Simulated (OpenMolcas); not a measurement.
Run report: Ti³⁺ complex, multiconfigurational calculation

Ti³⁺ with 6 ligands (H2O; octahedron, 2.03 Å), with no charges around it. Computed at this level: state-averaged SS-CASPT2, IPEA shift 0.25, imaginary shift 0.1 hartree, closed shells 3s 3p of the metal and the valence shells of the ligands correlated, active space 1 electron in the shell 3d, basis ANO-RCC-VTZP on the metal and ANO-RCC-VDZP on the ligands, DKH2 scalar Hamiltonian, spin-orbit coupling by RASSI with atomic mean-field integrals (OpenMolcas).

**Summary**

```tsv
quantity	value
outcome	converged
energy of the lowest spin-free term	−1310.22986 hartree
energy of the lowest spin-orbit level	−1310.23018 hartree
CASPT2 correlation energy	−1.6278 hartree
largest spread among components of a term	13.5 cm⁻¹
lowest reference weight	0.712
hardware	1 thread of Arm Neoverse V2, 24 GiB of memory available, shared host
wall time	35 s
peak memory	0.2 GiB
```

**Remarks**

Caveats: distances are set from ionic radii, not optimised.

**Input**
```
&GATEWAY
Coord
19

Ti 0.0 0.0 0.0
O 2.030000 0.000000 0.000000
H 2.606978 0.779741 0.000000
H 2.606978 -0.779741 0.000000
O 0.000000 2.030000 0.000000
H 0.000000 2.606978 0.779741
H 0.000000 2.606978 -0.779741
O -2.030000 0.000000 0.000000
H -2.606978 0.779741 0.000000
H -2.606978 -0.779741 0.000000
O 0.000000 -2.030000 0.000000
H 0.000000 -2.606978 0.779741
H 0.000000 -2.606978 -0.779741
O 0.000000 0.000000 2.030000
H 0.779741 0.000000 2.606978
H -0.779741 0.000000 2.606978
O 0.000000 0.000000 -2.030000
H 0.779741 0.000000 -2.606978
H -0.779741 0.000000 -2.606978
Basis=Ti.ANO-RCC-VTZP,H.ANO-RCC-VDZP,O.ANO-RCC-VDZP
Group=XYZ
NoMove
AngMom=0.0 0.0 0.0
AMFI
RICD
&SEWARD
&RASSCF
FileOrb=start.orb
Symmetry=1
Spin=2
nActEl=1 0 0
Inactive=18 21
Ras2=5 0
CIRoot=5 5 1
SDav=5
CIMx=300
Iter=150 100
PrWF=0.3
OrbListing=Nothing
MaxOrb=0
LevShft=1.0
>>> COPY $Project.JobIph JOB001
&RASSI
NrOfJobIphs=1 5
1 2 3 4 5
IphNames
JOB001
EJob
SpinOrbit
DIPRint=1.0
SOCoupling=1000.0
Subsets=2
Property=9
'ANGMOM' 1 'ANGMOM' 2 'ANGMOM' 3 'MLTPL  1' 1 'MLTPL  1' 2 'MLTPL  1' 3
'AMFI' 1 'AMFI' 2 'AMFI' 3
SOProperty=3
'ANGMOM' 1 'ANGMOM' 2 'ANGMOM' 3
>>> COPY JOB001 $Project.JobIph
&CASPT2
Multistate=5 1 2 3 4 5
NoMult
Frozen=5 6
IPEA=0.25
Imaginary=0.1
MaxIter=60
WThr=0.0 0.3 0.05
PrWF=0.5
NoMix
```

The file start.orb holds starting orbitals from an earlier step. A driver script formed the levels outside the program, from RASSI's spin-orbit matrix and the CASPT2 energies (for multi-state variants, the effective Hamiltonian), averaged over the components of each term or state. The log and the time are those of the CASPT2 step.

Launched with:
```bash
OMP_NUM_THREADS=1 MOLCAS_MEM=2457 MOLCAS_PROJECT=a pymolcas a.inp > a.log  # once for each step of the input, in one work folder
```

**The program's output (extracts)**
```
--- CASPT2 ---
Orbital specifications:
      -----------------------

      Symmetry species                           1   2
                                                ag  au
      Frozen orbitals                            5   6
      Inactive orbitals                         13  15
      Active orbitals                            5   0
      Secondary orbitals                        79  80
      Deleted orbitals                           0   0
      Number of basis functions                102 101
Type of calculation                        SS-CASPT2
      Fock operator                              state-specific
      IPEA shift                                 0.25
      Real shift                                 0.00
      Imaginary shift                            0.10
      The input orbitals will be transformed to quasi-canonical
Reference energy:       -1308.6020549674
      E2 (Non-variational):      -1.6266044991
      Shift correction:          -0.0011919244
      E2 (Variational):          -1.6277964236
      Total energy:           -1310.2298513909
      Residual norm:              0.0000001654
      Reference weight:           0.71192
      Contributions to the CASPT2 correlation energy
      Active & Virtual Only:         -0.0000000010
      One Inactive Excited:          -0.0687718861
      Two Inactive Excited:          -1.5578326120
Reference energy:       -1308.6020549673
      E2 (Non-variational):      -1.6266198011
      Shift correction:          -0.0011919642
      E2 (Variational):          -1.6278117653
      Total energy:           -1310.2298667326
      Residual norm:              0.0000001663
      Reference weight:           0.71191
      Contributions to the CASPT2 correlation energy
      Active & Virtual Only:         -0.0000000010
      One Inactive Excited:          -0.0687871978
      Two Inactive Excited:          -1.5578326022
::    CASPT2 Root  1     Total energy:  -1310.22985139
::    CASPT2 Root  2     Total energy:  -1310.22986673
::    CASPT2 Root  3     Total energy:  -1310.22984991
::    CASPT2 Root  4     Total energy:  -1310.14767512
::    CASPT2 Root  5     Total energy:  -1310.14773682
```

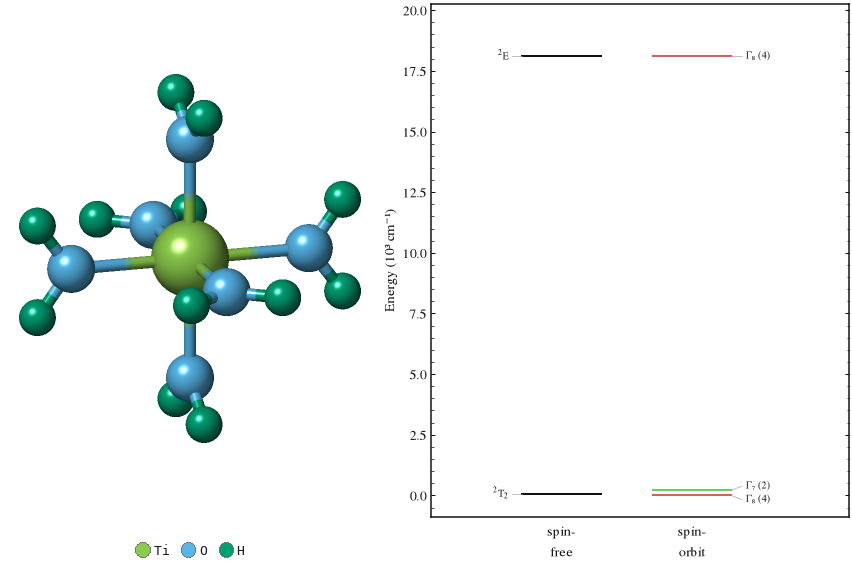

**Figure 1.** Ti³⁺ (3d) with 6 ligands, H₂O, at 2.03 Å (arrangement: octahedron, Th), and its levels. Labels give the representation in O, Td, D4 or D3 as the site allows (double group for half-integer spin) where it could be assigned and, in brackets, the degeneracy; spin-free states, where drawn, share the zero of the spin-orbit levels. The ground level is Γ₈, 4-fold degenerate, 100 % from states of spin multiplicity 2. The next level lies at 207 cm⁻¹ (Γ₇). The lowest spin-free state is ²T₂; of the same spin there follows at 18,000 cm⁻¹ (²E) above it. A ligand-field fit to the spin-free states gives |10Dq| = 18,000 cm⁻¹.
